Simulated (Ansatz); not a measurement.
C$_{3}$H$_{10}$GeO (SMILES CC(C)[O][GeH3])

```xyz
15

C    -0.8655   -1.2128   -0.0635
C     0.1215   -0.1990    0.4856
C     1.3064   -0.8655    1.1511
O     0.6332    0.6309   -0.5445
Ge   -0.3804    1.9104   -1.2497
H    -1.7292   -0.7240   -0.5218
H    -0.3816   -1.8318   -0.8233
H    -1.2352   -1.8642    0.7321
H    -0.3949    0.4243    1.2339
H     2.0000   -0.1150    1.5337
H     1.8395   -1.4877    0.4278
H     0.9815   -1.4973    1.9811
H     0.6067    2.8358   -1.9682
H    -1.4007    1.3190   -2.2416
H    -1.1231    2.6263   -0.1032
```

Geometry: PBE0-D4/def2-TZVP.

These are results of Ansatz, RKS PBE0-D4/def2-TZVPP, not measurements.

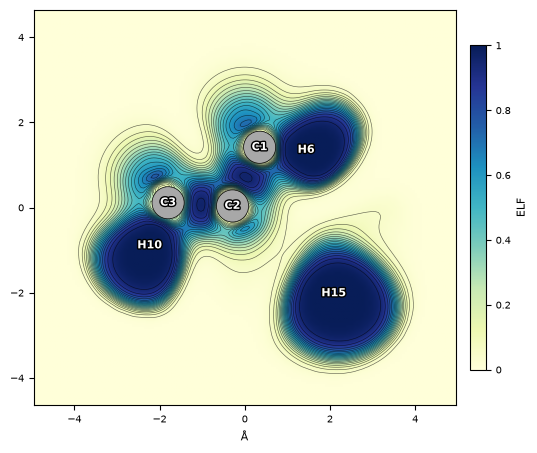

Figure 1. ELF on the plane of atoms C1, C2 and C3. Grey discs cover the atomic cores.

Read the bonding off the picture.

Answer. The section cuts through C and H sites. C–C (1.51 Å): the ELF peaks at about 0.95 between the atoms, as expected for a covalent bond. C–H (1.09 Å): the ELF climbs to about 1 towards the hydrogen, as it does in any bond to H: an ordinary covalent bond to hydrogen.

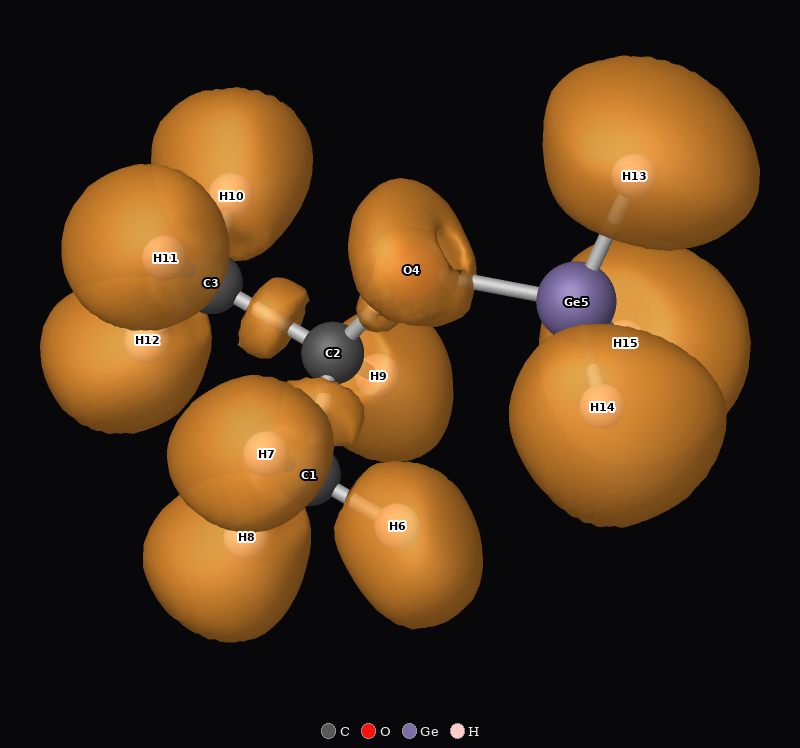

Figure 2. Isosurface of the ELF at 0.8 (orange), seen at a tilt. Core shells and regions of very low density are left out.

Where are the electrons localised?

Answer. The surface consists of two regions between bonded C–C atoms (shared pairs), ten regions around hydrogen nuclei and one region on O in which the atom's valence shell and bonds are merged. Profiles from the grid: C–O (1.42 Å): the ELF peaks at about 0.85 between the atoms; a shared but strongly polarised pair.

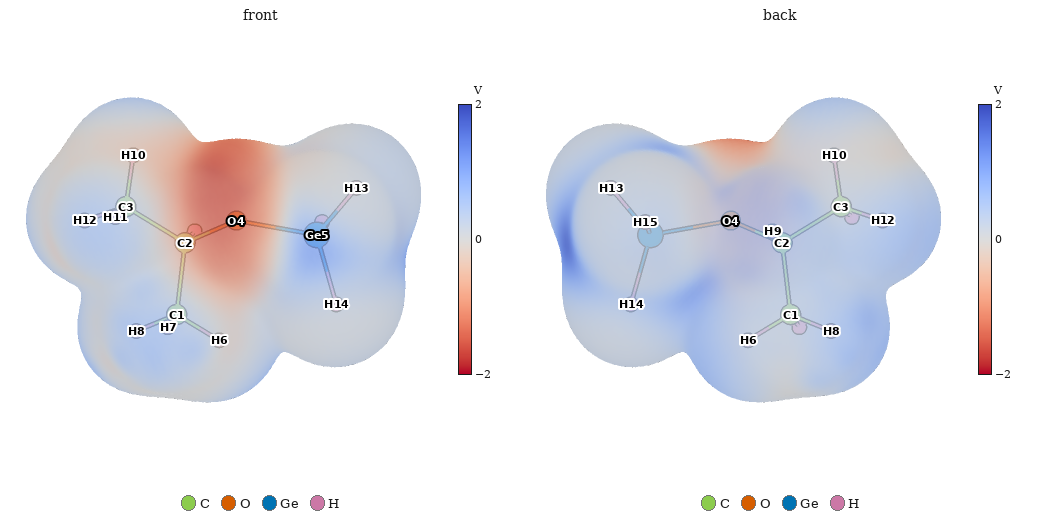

Figure 3. The molecular electrostatic potential painted on the density surface at 0.002 e/bohr³, seen from the front and from behind; red is negative and blue positive.

Which sites attract a positive test charge, and which a negative one?

Answer. A positive charge is drawn to the negative regions and a negative charge to the positive ones. The most negative region (about −1.5 V) lies over O4, the most positive (about +1.4 V) over Ge5. O4 is the likeliest acceptor of a hydrogen bond.

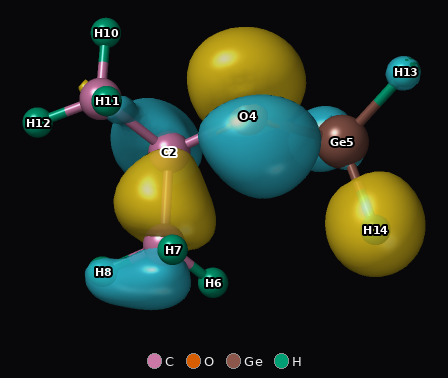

Figure 4. The HOMO at ±0.1 Å⁻³ᐟ² (yellow and cyan are the two phases), seen at a tilt.

Where does this orbital lie, and at what energy?

Answer. By Hirshfeld shares it lies mainly on O4 (about 55 %), C2 (about 10 %), C1 (about 10 %) and Ge5 (about 10 %). Its energy is −7.66 eV.
